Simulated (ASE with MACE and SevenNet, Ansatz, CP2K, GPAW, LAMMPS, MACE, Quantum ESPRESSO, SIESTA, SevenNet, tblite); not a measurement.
# Running amorphous carbon (64 atoms) with machine-learned potentials

Wanted: machine-learned potentials inputs and outputs for amorphous carbon (64 atoms), checked against a plane-wave reference.

Calculated with ASE with MACE and SevenNet; the method is named at each step.

**1. The starting structure**

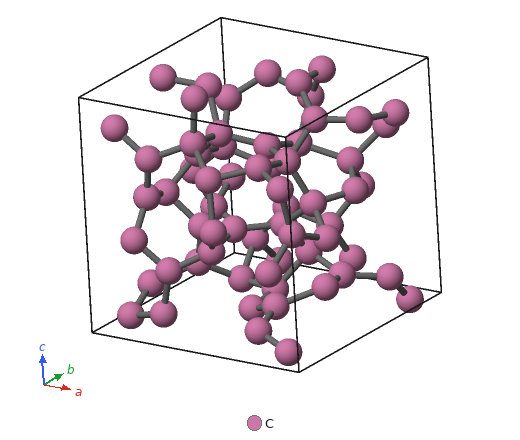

The starting structure, seen slightly off an axis (carbon pink).

The cell holds 64 atoms: 64 C. Its edges and angles: a = 7.590 Å, b = 7.590 Å, c = 7.590 Å, α = 90.0°, β = 90.0°, γ = 90.0°. 64 atoms (64 C) placed at random at 2.92 g/cm³, melted at 6000 K for 10 ps at fixed volume with the Tersoff potential (Tersoff, Phys. Rev. B 39, 5566 (1989)). Quenched from 6000 K to 300 K at 100 K/ps and fixed volume, held 5 ps, then minimised at fixed cell.

The yardstick, on the same geometry:

```
method                 : Kohn-Sham DFT, PBE, PAW, plane waves (Ansatz 0.2.0); cutoff 420 eV, Γ point, fermi-dirac smearing of 0.05 eV; PAW set soft_2
r.m.s. force component : 1.256 eV/Å
longest force          : 5.071 eV/Å
pressure               : -7.388 GPa
SCF cycles             : 11
time                   : 4.1 s on 4 threads of Arm Neoverse V1, shared host
CPU time               : 14 s
```

**2. MACE MP-0b2 small potential**

Method: machine-learned interatomic potential MACE MP-0b2 small, trained on PBE(+U) plane-wave data.

File run.py:

```python
import numpy as np
from ase.io import read
import mlip  # loads the published weights by name

atoms = read("structure.xyz")
atoms.calc = mlip.calc("mace-mp-0b2-small")
energy = atoms.get_potential_energy()
forces = atoms.get_forces()
print(f"energy {energy:.6f} eV")
print("forces (eV/A)")
for i, (a, f) in enumerate(zip(atoms, forces)):
    print(f"{i:4d} {a.symbol:2s} {f[0]:10.5f} {f[1]:10.5f} {f[2]:10.5f}")
stress = -atoms.get_stress(voigt=False) * 160.21766
print("stress (GPa, compression positive)")
for row in stress:
    print(" ".join(f"{x:10.4f}" for x in row))
```

File structure.xyz:

```xyz
64
Lattice="7.59030 0.00000 0.00000 0.00000 7.59030 0.00000 0.00000 0.00000 7.59030" Properties=species:S:1:pos:R:3 pbc="T T T"
C 6.33532 6.97761 5.42342
C 6.62072 1.39145 3.81230
C 3.96183 5.72316 4.84314
C 2.99984 1.80740 7.44737
C 4.64974 4.93962 7.16949
C 1.54599 3.54619 1.33392
C 6.39392 5.10425 3.93777
C 5.66016 0.71599 0.76761
C 2.78989 1.89697 5.92848
C 4.06043 2.69456 0.55819
C 1.48003 3.92631 4.71563
C 6.46678 0.29139 2.89631
C 2.76879 5.83565 3.86620
C 4.73756 4.84337 1.78729
C 2.02502 0.93285 0.63455
C 2.23390 6.73510 6.46337
C 4.65969 7.19644 0.74476
C 1.39252 5.38145 4.42264
C 5.79193 3.73352 3.88752
C 7.30832 6.14237 6.24097
C 1.32307 0.60168 2.99483
C 1.18500 1.58584 4.03827
C 7.15720 6.55126 0.05989
C 3.97777 0.92784 5.28368
C 6.87901 2.81388 3.25715
C 7.15780 5.56915 1.12154
C 5.18000 7.13169 3.20098
C 5.35298 2.11352 1.04480
C 4.45141 6.40477 2.02881
C 0.50612 5.96598 2.11914
C 1.97705 5.96157 1.36777
C 4.22347 0.66673 3.70908
C 3.65526 6.90209 5.91208
C 3.86900 4.20852 0.62924
C 3.38300 2.91088 2.92621
C 4.48784 6.40424 7.08076
C 0.24562 5.37947 3.46512
C 0.47902 1.39092 0.16691
C 0.43568 3.81511 7.00585
C 3.00933 6.20515 2.44620
C 0.32039 1.31790 6.20628
C 3.89777 4.16275 5.27966
C 6.14678 4.51828 1.36883
C 6.55680 3.05214 1.54576
C 1.11729 6.17258 5.67033
C 0.90006 2.97517 3.67704
C 3.54156 1.47707 2.70814
C 4.54021 3.89762 2.94951
C 5.22881 3.30451 5.28915
C 5.66882 4.23660 6.40386
C 6.99218 0.34817 0.43272
C 2.38935 4.56063 0.59956
C 2.62139 3.50186 5.67284
C 1.94350 3.27354 2.65615
C 5.47610 6.22564 4.36753
C 1.81871 4.19425 6.83286
[... 4 atom lines left out ...]
C 0.24130 2.86640 0.66408
C 2.03549 7.06832 0.26604
C 6.56257 0.99236 5.38782
C 5.24922 1.77051 5.59959
```

On the command line:

```
$ OMP_NUM_THREADS=1 python run.py > output.txt
```

Log:

```text
energy -539.666300 eV
forces (eV/A)
   0 C    -0.16700    0.73906   -0.59127
   1 C     0.76676   -0.15140   -1.16434
   2 C    -0.89014    0.01740   -1.03656
   3 C     0.92346    1.34455    0.61440
   4 C     0.33142    0.68040   -1.49139
   5 C    -0.23355   -0.99275    2.57757
   6 C     1.93351    0.53684   -1.03955
   7 C    -0.71344    0.66299    0.73559
   8 C     0.15667   -0.28756    0.43160
   9 C     0.20722   -2.04159   -0.68578
  10 C     0.75471   -1.02689   -0.60046
  11 C     1.61697    0.65131    1.59262
  12 C     1.31001    0.42612   -2.87411
  13 C     0.73364   -1.24935    0.75386
  14 C     0.15395   -0.45432   -0.92806
  15 C    -1.73065   -0.15321   -0.36510
  16 C     1.33732   -1.29782   -0.94957
  17 C     0.96086    0.29773   -0.37618
  18 C     0.27622    0.45520   -0.55613
  19 C    -0.40254    0.24368   -0.42229
  20 C    -1.12098    0.40128   -1.33404
  21 C     0.17877   -1.96814    0.89415
  22 C     0.35285    0.00275    1.34218
  23 C     0.91028    0.55572   -0.78025
[...]
56 C     0.02395    0.31175    0.13771
  57 C    -2.59528    1.36043    1.75691
  58 C    -0.45786    0.89857    0.88486
  59 C     0.08223   -1.65315    0.34485
  60 C     1.71679    1.39407   -0.07888
  61 C    -0.15394   -1.07950   -0.59258
  62 C    -0.57313   -0.77555   -0.56486
  63 C    -0.05601   -0.96705   -1.08277
stress (GPa, compression positive)
  -16.0742    -5.2630    -1.5530
   -5.2630   -14.3008     0.2085
   -1.5530     0.2085    -1.5771
```

The job ended after 7.3 s (1 thread of Arm Neoverse V1, shared host; peak memory 0.67 GiB).

Banners, paths, timers and routine set-up lines are dropped from the logs unmarked, and long logs keep their key lines alone; longer cuts are marked.

Compared with the plane-wave run:

```
r.m.s. force component                  : 1.006 eV/Å
r.m.s. difference of force components   : 723.1 meV/Å
longest difference of force vectors     : 3105 meV/Å
force difference over r.m.s. force      : 57.56 %
slope of forces against the reference's : 0.6552
correlation of force components         : 0.8179
pressure                                : -10.65 GPa
pressure difference                     : -3.262 GPa
```

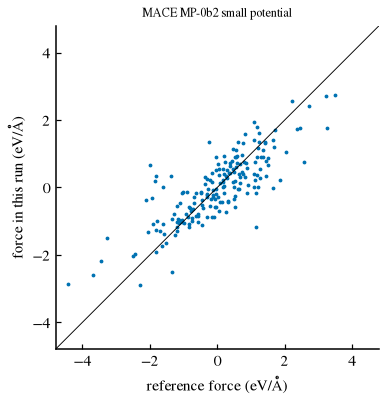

Force components against those of the reference; the line marks equality.

Local excerpt of 13 atoms (numbers count through the whole input) about C58, which bears the longest force; x, y, z are measured from there.

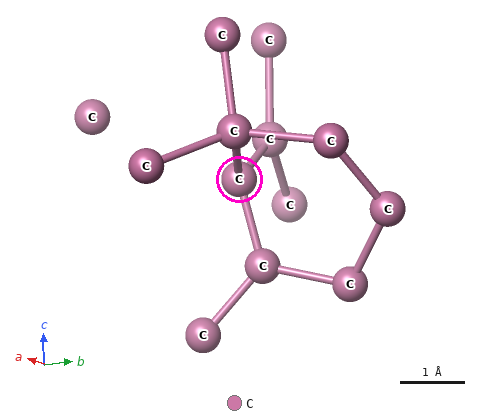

The atoms of the table, within 2.7 Å (arrows a, b, c point along x, y, z); some may hide others; the central atom is ringed.

```csv
atom,x,y,z,distance (Å),bonds,Fx,Fy,Fz (eV/Å)
C58,0.00,0.00,0.00,0.00,3,-2.60,1.36,1.76
C22,-0.31,0.24,-1.36,1.42,3,0.18,-1.97,0.89
C41,-1.18,-0.03,0.81,1.43,3,1.21,-0.43,-1.16
C9,1.29,0.55,0.53,1.50,4,0.16,-0.29,0.43
C46,-0.60,1.63,-1.72,2.45,4,-0.04,0.78,0.44
C53,1.12,2.16,0.27,2.45,4,-0.79,1.33,-0.71
C24,2.48,-0.42,-0.11,2.52,4,0.91,0.56,-0.78
C21,-0.17,-0.74,-2.40,2.52,3,-1.12,0.40,-1.33
C63,-2.52,-0.35,-0.01,2.55,4,-0.57,-0.78,-0.56
C16,0.74,-2.20,1.07,2.55,3,-1.73,-0.15,-0.37
C38,-1.02,0.05,2.36,2.57,4,-0.23,-0.44,-1.01
C4,1.50,0.46,2.05,2.58,3,0.92,1.34,0.61
C11,-0.02,2.58,-0.68,2.67,3,0.75,-1.03,-0.60
```

Atoms are counted from 1 here, from 0 in the log.

Forces lie 58 % from the reference's, at 0.53 times its CPU time (on 1 against 4 cores).

**3. MACE MPA-0 medium potential**

Method: machine-learned interatomic potential MACE MPA-0 medium, trained on PBE(+U) plane-wave data.

run.py: that of step 2 with these lines changed.

```diff
@@ -5,3 +5,3 @@
 atoms = read("structure.xyz")
-atoms.calc = mlip.calc("mace-mp-0b2-small")
+atoms.calc = mlip.calc("mace-mpa-0-medium")
 energy = atoms.get_potential_energy()
```

structure.xyz is that of step 2.

Log:

```text
energy -535.864885 eV
forces (eV/A)
   0 C    -0.20870    0.59742   -0.23225
   1 C     1.28960    0.19390   -0.38954
   2 C    -0.74875    0.01032   -0.93716
   3 C     0.97919    0.67686    0.65707
   4 C    -0.21352   -0.11586   -2.07095
   5 C    -0.34458   -1.27994    2.61771
   6 C     2.09595    0.25895   -0.79016
   7 C    -0.71308    1.16895    0.39617
   8 C    -0.49881   -0.56899    0.55558
   9 C     0.23405   -1.38025   -1.09592
  10 C     0.23141   -1.16418   -1.00394
  11 C     1.43877   -0.20427    1.47409
  12 C     1.14792    0.71143   -3.38570
  13 C     0.66017   -1.36316    0.72967
  14 C     0.12116   -0.58607   -0.94991
  15 C    -1.85382   -0.29819   -1.08488
  16 C     0.56298   -1.04798   -0.74078
  17 C     0.68821    0.28339   -0.20936
  18 C     0.33094    0.37739   -0.54525
  19 C    -0.15672   -0.08724   -0.61082
  20 C    -1.10315    0.38497   -1.37868
  21 C    -0.34654   -2.02306    0.25590
  22 C     0.93400    0.29034    1.24246
  23 C     0.78469    0.27641   -0.20393
[...]
56 C     0.04147    0.22298    0.22855
  57 C    -2.16284    0.77831    2.01877
  58 C    -0.90850   -0.08757    0.88071
  59 C     0.00855   -1.76173   -0.71699
  60 C     1.94052    1.40928   -0.56916
  61 C     0.12461   -1.21318   -0.11616
  62 C    -0.21798   -0.57731    0.09407
  63 C    -0.09030   -0.77858   -0.69309
stress (GPa, compression positive)
  -18.1311    -5.0756    -1.9570
   -5.0756   -16.8668     0.5419
   -1.9570     0.5419    -2.4413
```

Elapsed: 9.2 s, on 1 thread; peak memory 1.3 GiB.

Numbers from this run, and their distance from the reference:

```
r.m.s. force component                  : 1.007 eV/Å
r.m.s. difference of force components   : 625.8 meV/Å
longest difference of force vectors     : 2292 meV/Å
force difference over r.m.s. force      : 49.81 %
slope of forces against the reference's : 0.697
correlation of force components         : 0.8698
pressure                                : -12.48 GPa
pressure difference                     : -5.091 GPa
```

Against the first run (58 %), the force difference from the reference is 50 %, at 1.3 times the CPU time.

**4. SevenNet 0 potential**

Method: machine-learned interatomic potential SevenNet 0, trained on PBE(+U) plane-wave data.

run.py: that of step 3 with these lines changed.

```diff
@@ -5,3 +5,3 @@
 atoms = read("structure.xyz")
-atoms.calc = mlip.calc("mace-mpa-0-medium")
+atoms.calc = mlip.calc("7net-0")
 energy = atoms.get_potential_energy()
```

structure.xyz is that of step 3.

Log:

```text
energy -530.281982 eV
forces (eV/A)
   0 C    -0.58729    0.66599    0.07450
   1 C     1.91085    0.56862    0.37115
   2 C    -0.50086    0.26184   -0.57933
   3 C     0.56199    0.97962    0.49684
   4 C    -0.76266   -0.14833   -2.33831
   5 C     0.32420   -1.25596    2.45910
   6 C     1.42136    0.07282   -0.51330
   7 C     0.75410    0.43175    0.87397
   8 C     0.21850   -0.47807    0.49867
   9 C     1.22478   -1.99208    0.64471
  10 C    -0.22787   -1.33945   -0.99337
  11 C     1.74103   -0.31166   -0.37911
  12 C     0.69291    1.13502   -3.72286
  13 C     0.75434   -1.40768    0.38261
  14 C     0.91696   -0.40672   -0.25853
  15 C    -2.84832   -0.50810   -1.47205
  16 C    -0.50701   -1.87295   -1.65727
  17 C     1.25362    0.96853   -0.56274
  18 C     1.01158    0.47206   -0.98144
  19 C     0.33419   -0.00899   -0.48443
  20 C     0.42210    0.22755   -1.85409
  21 C    -2.01938   -1.60998   -0.02511
  22 C     0.36259    0.40602    1.54710
  23 C     0.84480    0.41908   -0.36750
[...]
56 C    -1.48988   -0.56133    1.47856
  57 C    -2.83215    0.44407    2.54138
  58 C    -1.50031    1.12119   -0.02496
  59 C     0.60378   -2.19153    0.69945
  60 C     1.36082    1.22676    0.12326
  61 C    -0.32019   -1.05749   -0.77286
  62 C    -0.86024   -0.80604   -0.12315
  63 C     0.60961   -1.03768   -1.11742
stress (GPa, compression positive)
  -19.4744    -3.4294    -2.0602
   -3.4294   -13.4406     0.3469
   -2.0602     0.3469    -7.2997
```

Elapsed: 9 s, on 1 thread; peak memory 1.1 GiB.

Numbers from this run, and their distance from the reference:

```yaml
r_m_s_force_component: 1.198 eV/Å
r_m_s_difference_of_force_components: 703.3 meV/Å
longest_difference_of_force_vectors: 2672 meV/Å
force_difference_over_r_m_s_force: 55.99 %
slope_of_forces_against_the_reference_s: 0.7979
correlation_of_force_components: 0.8368
pressure: -13.4 GPa
pressure_difference: -6.017 GPa
```

Against the first run (58 %), the force difference from the reference is 56 %, at 1.2 times the CPU time.

**5. All runs compared**

Differences are against the plane-wave reference, forces as r.m.s. over components; share is that over the reference's r.m.s. force, slope the least-squares factor from reference forces to these. Total energies of different programs have different zeros and aren't compared.

```csv
run,"Δ force, r.m.s. (meV/Å)",share (%),slope,Δ pressure (GPa),cores,CPU time,memory (GiB)
reference,-,-,-,-,4,14 s,0.54
MACE MP-0b2 small potential,723,57.6,0.655,-3.26,1,7.2 s,0.67
MACE MPA-0 medium potential,626,49.8,0.697,-5.09,1,9.2 s,1.3
SevenNet 0 potential,703,56.0,0.798,-6.02,1,9 s,1.1
```

Times of the machine-learned potentials are mostly Python's start and the loading of weights.

CPU time is summed over cores on a shared host, where runs went side by side, so it is rough. Symmetry, cutoffs, thresholds, outputs and thread counts weren't matched or tuned between programs; memory under MPI is the largest rank's times the ranks.

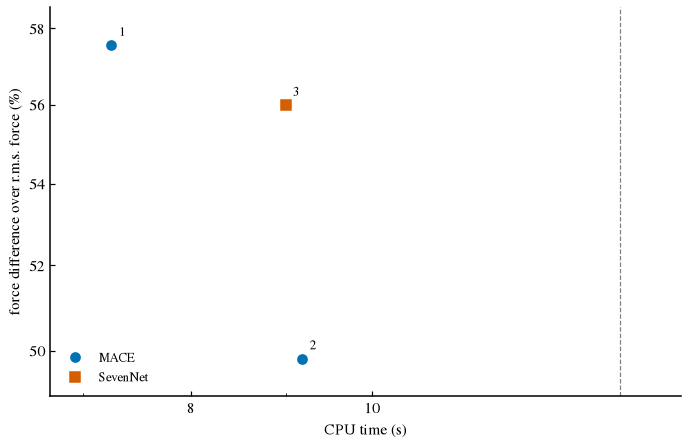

Force difference against CPU time; the dashed line marks the reference's time. Points: 1 MACE MP-0b2 small potential; 2 MACE MPA-0 medium potential; 3 SevenNet 0 potential.

**6. Outcome**

| Quantity | Value |
| --- | --- |
| nearest in forces | MACE MPA-0 medium potential, 50 % |
| its CPU time | 9.2 s |

In words: Machine-learned potentials differ by 50 % (MACE MPA-0 medium potential) to 58 % (MACE MP-0b2 small potential); they were trained on other programs' data. Among those trained on PBE data the slope goes as low as 0.66, with a correlation of 0.82, so directions differ as well as sizes. Machine-learned potentials mimic data converged in k, so the reference's own k-point error enters their differences. The quench rate of 100 K/ps is many orders above laboratory rates, so the cell is likely richer in defects and strain than a real sample. The network of bonds at the start is that of the classical potential that made the cell, and needn't be the one that DFT or experiment would give. The reference's stress is far from hydrostatic: its diagonal is -13.3, -8.4, -0.4 GPa, compression counted positive. The reference's pressure of -7.4 GPa belongs to a cell and atoms that aren't relaxed at this level. The electronic-structure runs sample only Γ, in a cell whose shortest periodic width is 8 Å, which is coarse for a cell with partly filled levels.

[Also dropped from logs without a mark: logging warnings of Python, and SIESTA's first energy breakdown and zero terms.]

[Logs are printed without paths, hosts, clocks, repeated set-up lines and the standing remarks that a program may print on its own settings, such as how far it seeks lower states.]

[Hosts, paths, dates, database ids (printed as entryN), source tags and the programs' standing remarks are cut or masked in the printed files.]
